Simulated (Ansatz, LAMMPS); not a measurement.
# Glassy CaAl2Si6O16 (125 atoms), the frame at 136 fs of a trajectory (instantaneous temperature 309 K)

This is the frame at 136 fs of a trajectory (instantaneous temperature 309 K). Method: Kohn-Sham DFT, PBE, PAW (set soft_2), plane waves (Ansatz 0.2.0); cutoff 420 eV, Γ point, fixed occupations; density 2.67 g/cm³.

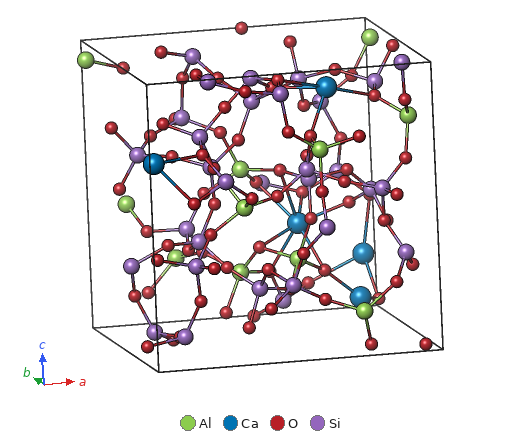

The structure (aluminium green, calcium blue, oxygen red, silicon purple). Bonds to atoms that aren't drawn are left out. Some periodic images of atoms are drawn too.

Extended XYZ; positions in Å, forces in eV/Å:

```xyz
125
Lattice="11.726 0.000 0.000 0.000 11.726 0.000 0.000 0.000 11.726" Properties=species:S:1:pos:R:3:forces:R:3 pbc="T T T"
Al 8.891 1.430 1.581 1.481 0.018 -1.782
Al 11.698 10.826 11.061 0.633 -0.629 1.627
Al 11.549 3.772 8.989 0.010 -1.390 -0.452
Al 7.271 1.133 8.339 -0.006 -0.411 -0.194
Al 5.712 8.920 6.447 0.320 -0.345 0.492
Al 4.436 2.773 5.929 -0.425 -0.419 0.202
Al 5.522 8.853 2.287 -0.342 -0.514 -0.835
Al 1.492 11.282 4.999 0.590 -0.157 -0.190
Al 7.351 6.330 3.074 0.628 1.817 0.724
Al 3.501 11.586 2.598 0.823 -0.885 -1.156
Ca 0.283 0.545 8.382 -0.085 0.437 0.016
Ca 10.197 7.888 1.047 -0.229 -0.377 0.149
Ca 7.998 8.988 4.068 0.369 -0.478 0.048
Ca 8.256 3.876 10.373 0.616 -0.611 0.299
Ca 11.091 11.051 2.267 0.261 0.439 -0.128
O 4.920 0.788 2.072 -1.837 -1.151 -0.496
O 8.053 9.239 11.410 -0.265 0.588 0.281
O 3.558 9.182 10.304 -0.310 0.017 -1.197
O 4.740 4.204 0.796 -0.441 -0.438 -1.195
O 4.208 9.089 5.563 -0.944 -0.359 -0.738
O 1.627 11.396 10.518 -1.645 0.050 -0.589
O 10.808 10.513 9.621 -0.051 0.538 -0.977
O 10.330 3.537 4.841 -1.091 0.228 0.618
O 5.890 0.627 9.230 0.371 -0.584 -0.470
O 4.407 6.577 10.626 0.589 1.198 -0.661
O 2.613 0.647 3.923 -0.389 0.518 0.311
O 11.110 2.291 9.890 0.561 -0.223 -2.107
O 4.769 8.452 0.754 -0.429 -0.219 0.298
O 2.553 1.678 8.403 -0.046 1.532 0.972
O 10.373 1.188 6.254 0.498 0.256 -0.131
O 6.083 7.674 3.437 0.373 -0.134 -0.402
O 0.608 6.513 2.063 0.514 0.550 -1.135
O 7.070 7.735 6.489 -1.451 1.558 0.054
O 6.978 7.298 9.835 -2.350 -1.160 -1.061
O 8.755 11.326 4.908 0.723 0.032 -1.004
O 8.856 11.398 1.195 0.757 -0.048 0.836
O 7.416 1.941 2.090 -1.569 0.305 0.493
O 0.646 2.214 4.174 1.437 -0.543 -0.209
O 10.262 10.570 7.103 -0.051 0.296 0.674
O 7.848 5.902 4.744 -0.408 -0.176 -0.025
O 7.658 5.317 7.412 -0.531 -0.385 0.507
O 2.044 8.805 8.120 -0.209 -0.527 -0.601
O 8.642 7.321 2.354 -0.409 -0.234 0.443
O 0.435 7.715 6.242 0.323 0.165 0.051
O 7.225 0.850 6.663 -0.080 0.137 0.003
O 2.305 7.344 0.010 -1.293 -0.315 1.197
O 2.008 4.750 0.552 -0.067 1.399 -0.439
O 11.576 4.220 2.839 -0.397 0.864 -0.973
O 11.505 11.228 4.618 -0.206 0.094 0.269
O 9.404 7.255 10.486 1.235 0.026 -1.016
O 2.319 6.241 7.646 -0.560 0.205 0.034
O 4.250 9.965 3.037 0.334 -0.368 -0.123
O 5.036 6.053 8.140 -0.319 -0.691 -0.428
O 10.111 8.861 4.784 0.640 -0.293 0.132
O 6.343 0.790 4.224 0.373 -0.459 0.185
O 8.521 9.313 8.774 0.101 -0.289 0.808
O 4.926 8.817 8.030 -1.127 0.412 0.654
O 2.524 2.079 11.599 -0.039 -0.650 -0.940
O 1.766 0.044 6.720 0.032 -0.413 -1.805
O 2.283 11.495 1.299 0.744 0.279 0.530
O 1.981 9.869 4.063 0.694 -0.287 1.291
O 11.347 9.701 0.618 0.255 -0.302 -0.041
O 0.088 7.183 8.844 -1.038 -0.958 0.608
O 9.620 6.829 6.457 -0.655 -0.192 0.444
O 1.489 3.913 9.402 0.150 0.543 -0.565
O 9.325 2.359 0.051 1.142 0.370 0.420
O 6.259 4.953 10.348 -0.179 -2.417 0.757
O 3.588 11.010 8.359 -0.020 -0.749 0.540
O 7.301 2.895 8.607 -0.389 1.264 -0.861
O 0.248 2.964 0.567 1.005 1.354 1.177
O 4.164 5.194 3.142 -0.180 0.850 -0.313
O 10.321 1.687 2.622 0.191 1.539 1.528
O 4.122 0.334 11.062 1.178 -0.598 -0.150
O 8.737 0.347 8.880 1.033 -1.213 0.211
O 6.718 5.060 2.098 0.799 0.393 0.067
O 6.629 10.210 5.654 -0.080 0.146 -0.468
O 3.501 3.916 7.430 0.253 0.520 -0.366
O 8.672 3.119 6.618 -1.278 0.412 -0.311
O 6.951 9.848 2.050 0.129 0.460 -0.341
O 2.504 2.870 2.256 -0.475 -0.680 1.846
O 11.157 0.561 0.186 0.745 -1.150 0.043
O 1.809 5.367 4.205 -2.855 -0.058 -0.580
O 5.367 3.063 3.295 0.657 -0.972 -0.897
O 11.093 6.433 4.334 -0.987 0.087 0.274
O 3.985 3.598 9.934 -0.472 0.214 -0.564
O 6.605 11.581 11.720 0.685 -0.858 0.056
O 4.386 1.118 6.558 -0.660 0.419 -0.312
O 10.447 4.885 9.707 -0.561 1.918 0.119
O 5.966 3.475 6.170 1.546 0.946 1.182
O 3.121 7.532 3.567 0.072 1.582 0.105
O 11.262 3.285 7.346 0.331 0.489 0.450
O 3.938 6.012 5.624 0.353 -0.645 1.291
O 3.064 3.059 4.893 0.941 0.128 0.771
O 5.948 2.414 11.074 0.915 -1.587 0.490
O 11.647 6.488 11.402 0.480 -0.448 0.610
Si 11.003 2.068 11.452 -3.705 -0.469 0.565
Si 3.732 7.959 11.352 2.390 -0.530 -0.559
Si 7.286 3.749 7.124 -0.755 -1.231 0.229
Si 2.835 3.273 8.858 0.087 -0.905 -0.416
Si 0.329 5.649 3.428 3.002 -0.901 -0.601
Si 6.042 1.575 2.830 0.560 2.095 1.276
Si 7.949 6.457 6.262 2.365 -0.165 -1.565
Si 1.177 7.442 7.613 1.817 1.081 2.598
Si 10.151 2.832 6.278 1.391 -1.329 0.245
Si 3.753 5.596 7.206 -0.280 0.774 -0.490
Si 5.696 6.276 9.626 -1.808 2.251 0.480
Si 5.657 0.731 10.786 -0.810 1.356 0.013
Si 10.250 11.373 5.636 -1.730 0.149 0.971
Si 8.126 8.323 10.045 2.603 1.653 0.447
Si 5.296 4.416 2.325 -0.466 -1.365 0.481
Si 3.496 9.423 8.643 1.622 -1.477 0.454
Si 7.599 10.505 0.716 -0.366 -0.167 -0.376
Si 2.624 0.409 11.561 -0.562 0.248 0.182
Si 5.142 3.787 10.998 0.557 0.664 1.302
Si 3.423 9.037 4.177 -1.248 0.618 -0.040
Si 1.858 3.169 0.812 -1.260 0.126 0.101
Si 11.030 2.916 3.583 0.219 -2.615 -2.036
Si 10.734 7.527 5.463 -2.382 1.170 -0.048
Si 7.177 11.708 5.348 -0.212 -0.305 1.227
Si 3.205 0.492 7.434 -0.065 0.886 -0.408
Si 3.240 6.041 4.130 1.645 -0.587 0.464
Si 9.509 10.656 8.651 -0.718 -0.271 -1.011
Si 2.252 2.304 3.783 -0.890 -0.046 -0.269
Si 1.297 6.215 0.571 0.008 0.248 0.398
Si 10.842 6.475 10.008 -0.468 0.443 -1.572
```

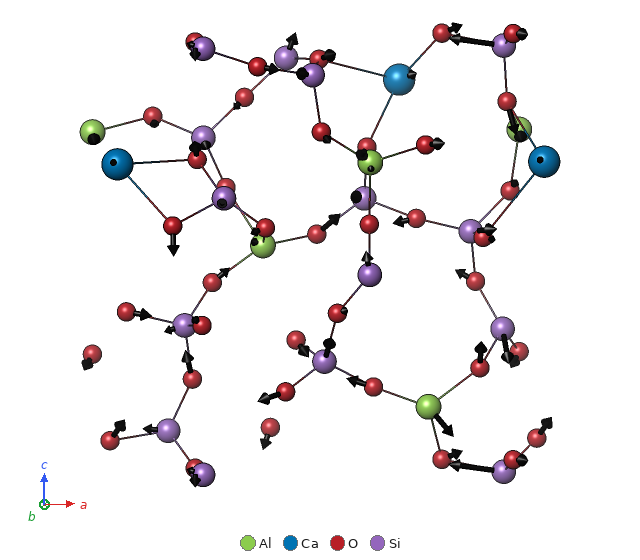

The forces as arrows, the longest 3.78 eV/Å. Drawn is a slice 4 Å thick, seen along the normal of the ac plane. Bonds to atoms that aren't drawn are left out.

The quench rate of 10 K/ps is many orders above laboratory rates, so the cell is likely richer in defects and strain than a real sample. The network of bonds at the start is that of the classical potential that made the cell. Only the Γ point is sampled, in a cell whose shortest periodic width is 12 Å.

The r.m.s. force component is 0.901 eV/Å; the longest force, 3.78 eV/Å, acts on Si96. The energy lies 30.8 meV/atom below that of the first step of this run.

[Logs are printed without paths, hosts, clocks, repeated set-up lines and the standing remarks that a program may print on its own settings, such as how far it seeks lower states.]

[Hosts, paths, dates, database ids (printed as entryN), source tags and the programs' standing remarks are cut or masked in the printed files.]
